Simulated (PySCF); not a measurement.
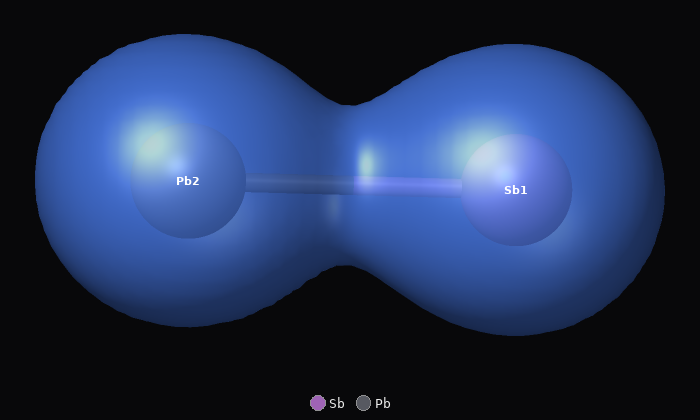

Figure 1: SbPb (doublet). Isosurface of the electron density at 0.3 e/Å³ (blue), seen from one side.

Core potentials replace the inner electrons of Sb and Pb.

Level of theory: PySCF, PBE0/cc-pVDZ(-PP), non-relativistic Hamiltonian with scalar-relativistic core potentials where named, at a bond length of 2.727 Å.

Which contacts does the surface bridge?

At this value the surface is in one piece. It bridges the sampled Sb–Pb (2.73 Å) contact, where the density stays above the isovalue. On the grid the lowest density along these lines, outside the cores, is 0.45 e/Å³ (Sb–Pb, 2.73 Å).
